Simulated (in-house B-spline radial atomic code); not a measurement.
Xe³⁺ (Z = 54, 51 electrons); electrons: [Kr] 4d10 5s2 5p3 (open shells shared over both j by 2j + 1). It is put inside a hard spherical wall of varying radius. All numbers are computed, not measured: Dirac-Hartree-Fock, average of configuration, Fermi nucleus, hard spherical wall, basis-set limit (an in-house B-spline radial code). Wanted, and plotted below: the energy of another filling against the starting one at the same radius, on a scale that is linear within ±10 eV and logarithmic beyond.

Against 4d10 5s2 5p3: 4d10 5s1 5p3 5f1 lies 44.5 eV above it at 9.37 bohr and never crosses it, ending at 159.4 eV at 1.28 bohr. At the tightest wall the lowest of the fillings run is 4d10 5s2 5p3; others weren't tried.

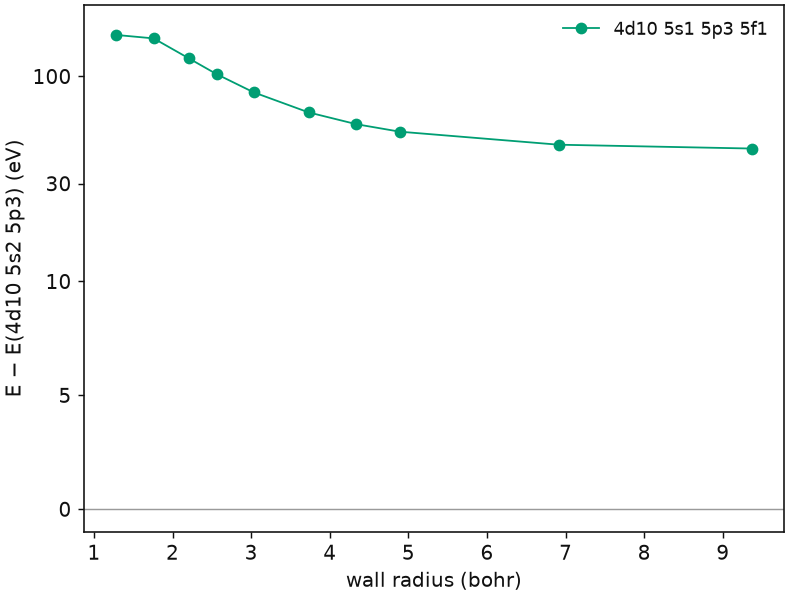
